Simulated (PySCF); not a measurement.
C₆H₁₁NSi (SMILES C#C[C@H](C)N([SiH3])C=C)

```tsv
atom	x (Å)	y (Å)	z (Å)
C	2.2991	2.0627	-0.4154
C	1.7444	1.0692	-0.0443
C	1.0525	-0.1379	0.3849
C	1.4845	-1.3322	-0.4766
N	-0.3932	0.0375	0.3556
Si	-1.4002	-0.5196	1.6505
C	-0.9140	0.5154	-0.8304
C	-2.1967	0.5469	-1.1674
H	2.7971	2.9313	-0.7292
H	1.3410	-0.3329	1.4243
H	1.0046	-2.2359	-0.1073
H	1.1869	-1.1761	-1.5113
H	2.5644	-1.4556	-0.4369
H	-2.1355	-1.7340	1.2746
H	-0.4806	-0.8281	2.7461
H	-2.3194	0.5547	2.0234
H	-0.1690	0.9097	-1.5116
H	-2.9731	0.1627	-0.5304
H	-2.5026	0.9712	-2.1060
```

Geometry: GFN2-xTB.

Computed with PySCF 2.14.0, PBE0/pcSseg-1, SCF density, gas phase, non-relativistic.

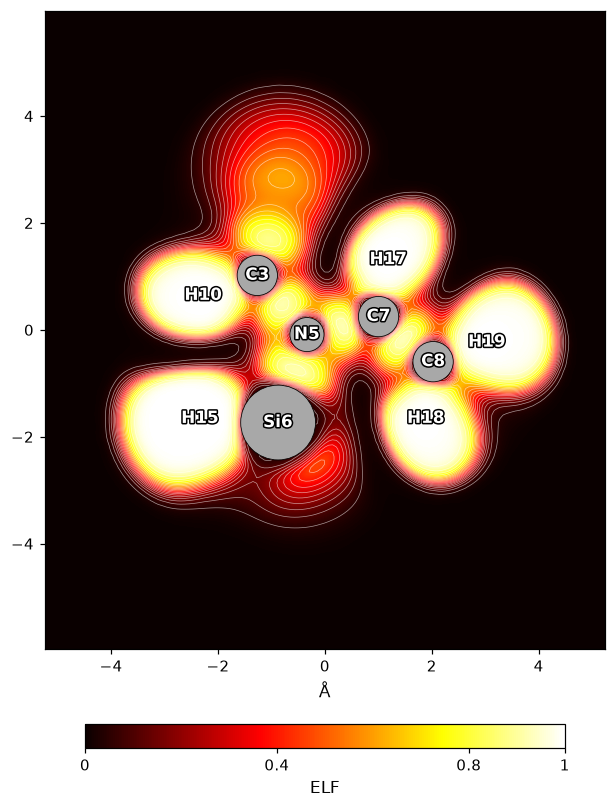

Figure 1. Electron localisation function on the plane of atoms Si6, N5 and C7. Grey discs cover the atomic cores.

Question: What do the fields say about this system?

Answer: The section cuts through C, N, Si and H sites. C–N (1.38 Å): the ELF peaks at about 0.90 between the atoms: a covalent bond. Si–N (1.73 Å): the ELF peaks at about 0.90 between the atoms; a shared but strongly polarised pair. C–H (1.08 Å): the ELF climbs to about 1 towards the hydrogen, as it does in any bond to H: an ordinary covalent bond to hydrogen. C–C (1.33 Å): the ELF peaks at about 0.95 between the atoms; a short, multiple covalent bond. C–N (1.46 Å): the ELF peaks at about 0.90 between the atoms: a covalent bond.

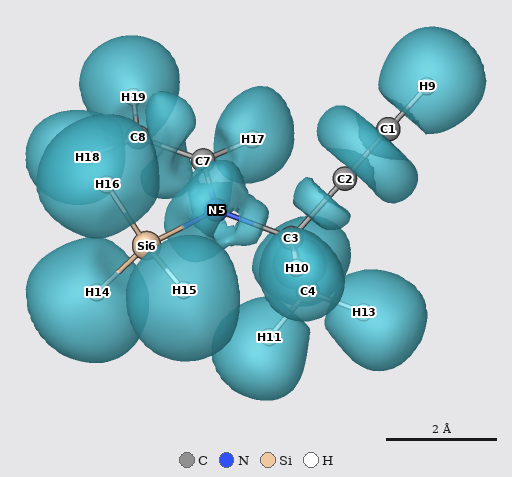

Figure 2. Isosurface of the electron localisation function at 0.75 (cyan), seen at a tilt. Core shells and regions of very low density are left out.

Question: Identify the bonds, lone pairs and shells in this picture.

Answer: At this value the surface marks out four regions between bonded C–C atoms (shared pairs), eleven regions around hydrogen nuclei and one region on N in which the atom's valence shell and bonds are merged. Along the contacts the grid gives the following. C–C (1.20 Å): the ELF peaks at about 0.85 between the atoms; a multiple bond.

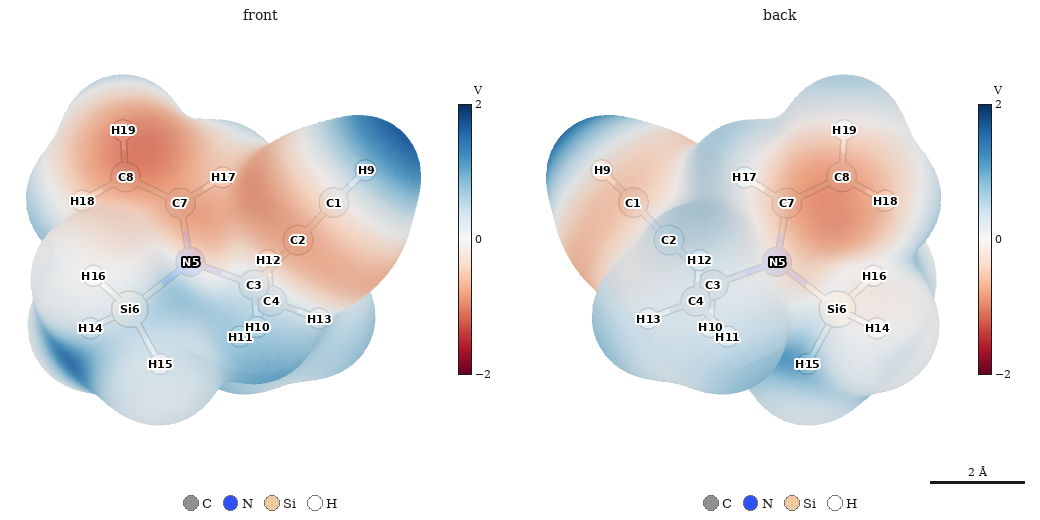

Figure 3. The electrostatic potential painted on the density surface at 0.002 e/bohr³, seen from the front and from behind; the colour scale runs from red (negative) to blue (positive).

Question: Which sites attract a positive test charge, and which a negative one?

Answer: A positive charge is drawn to the negative regions and a negative charge to the positive ones. The most negative region (about −1.0 V, or −23 kcal/mol for a unit charge) lies over the π face of C7 and C8, the most positive (about +1.5 V, or +35 kcal/mol for a unit charge) over Si6 and H9.

Question: How polar is the molecule by this calculation?

Answer: Its dipole moment is 1.23 D.
